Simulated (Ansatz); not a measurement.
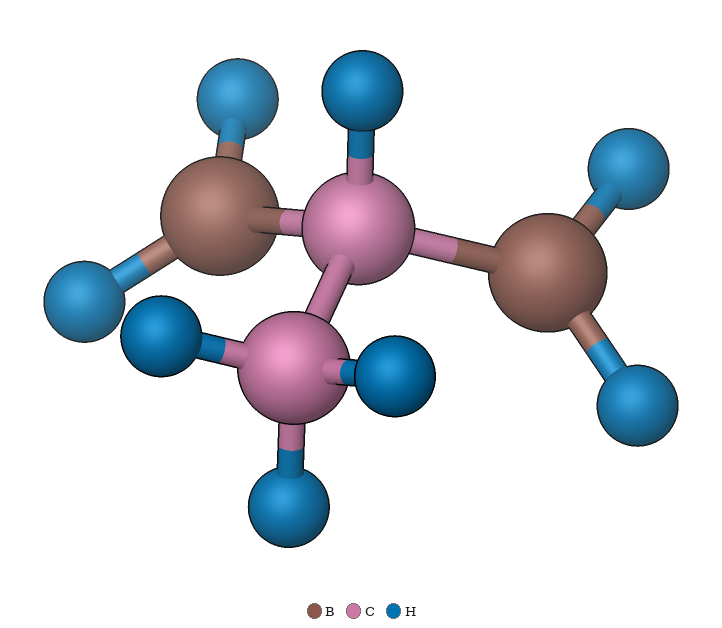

Starting geometry of the run.

Ansatz 0.2.0 input:

```yaml
crystal:
  periodic: [false, false, false]
  atoms:
    - {symbol: B, position_ang: [-1.077900, 1.012400, -0.262100]}
    - {symbol: C, position_ang: [0.210000, 0.303700, 0.159000]}
    - {symbol: B, position_ang: [-0.113100, -0.582100, 1.437700]}
    - {symbol: C, position_ang: [0.837600, -0.537100, -0.989600]}
    - {symbol: H, position_ang: [-1.572900, 0.911100, -1.376600]}
    - {symbol: H, position_ang: [-1.654700, 1.819700, 0.473600]}
    - {symbol: H, position_ang: [0.997000, 1.075400, 0.434200]}
    - {symbol: H, position_ang: [-0.419800, -0.055600, 2.441400]}
    - {symbol: H, position_ang: [0.128600, -1.731000, 1.486700]}
    - {symbol: H, position_ang: [0.989800, 0.092600, -1.843900]}
    - {symbol: H, position_ang: [1.699700, -1.041400, -0.655000]}
    - {symbol: H, position_ang: [0.052700, -1.322900, -1.271400]}
basis:
  gaussian: {orbitals: def2-SVP}
hamiltonian: {xc: pbe, dispersion: d4}
relax: {f_tol: 0.03, max_steps: 200}
```

It was started with:

```sh
ansatz run in.yaml --threads 2 --pin off --events-out ev --progress --plain --max-ram 4352MiB
```

Result (its end):

```
mean field -3547.35144125 eV, -130.3627609847 hartree, gradient 1.4e-5 eV, S^2 0.000000; 1 other end points of the search recorded, 0 dependent functions left out
the calculation of the forces begins
reference -3547.35147833 eV, -130.3627623476 hartree; 15, 15 occupied and 81, 81 virtual orbitals, 1088 factors
Total energy: -3547.54379708 eV, -130.3698299312 hartree
Atom 0 at    -1.097690     1.029194    -0.210706 Å, force    -0.000866     0.003649    -0.003234 eV/Å
Atom 1 at     0.195563     0.215607     0.096403 Å, force     0.002649    -0.014516    -0.014375 eV/Å
Atom 2 at    -0.109226    -0.518529     1.436859 Å, force     0.003203    -0.001533     0.002665 eV/Å
Atom 3 at     0.863230    -0.566115    -1.038768 Å, force     0.004160     0.003169    -0.000061 eV/Å
Atom 4 at    -1.689932     0.863974    -1.264258 Å, force    -0.003545     0.000537     0.001471 eV/Å
Atom 5 at    -1.533492     1.832523     0.592664 Å, force    -0.003897     0.001309    -0.000009 eV/Å
Atom 6 at     0.814671     1.059756     0.517537 Å, force     0.005534     0.007525     0.003862 eV/Å
Atom 7 at    -0.430356     0.106880     2.430022 Å, force    -0.002003    -0.001902     0.003516 eV/Å
Atom 8 at    -0.031679    -1.734198     1.501425 Å, force    -0.002951    -0.000328     0.002443 eV/Å
Atom 9 at     1.092448     0.076341    -1.912586 Å, force    -0.000345     0.007360    -0.005910 eV/Å
Atom 10 at     1.809342    -1.046435    -0.717843 Å, force     0.006727    -0.003745     0.005883 eV/Å
Atom 11 at     0.194122    -1.374197    -1.396748 Å, force    -0.008667    -0.001523     0.003748 eV/Å
Dipole moment:     0.178877     0.028988    -0.080283 e Å
```
